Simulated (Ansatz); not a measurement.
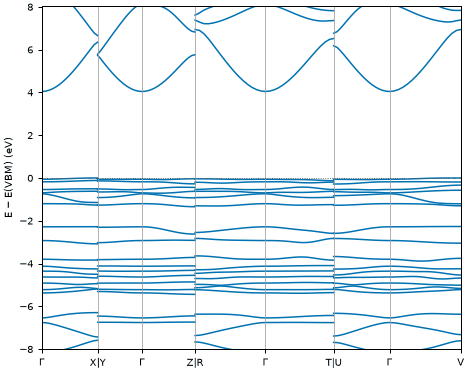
Figure. Band structure from DFT-PBE in the program Ansatz with PAW potentials

Problem. Read off the gap and where the band edges lie.

Solution. About 4.0 eV (4.04 eV by a search for the band edges); maximum at X, minimum at Γ.

The material is AlOF in space group P1 (No. 1; Pearson symbol aP9).

The start of the workflow was typed in or built on a structure type; neither database checked (COD, Materials Project) lists it. Whether it is the stable phase at ambient conditions was not checked. The cell was relaxed with PBE; whether a distortion lowers the energy is not shown.

Potentials: the earlier of the program's two PAW sets.
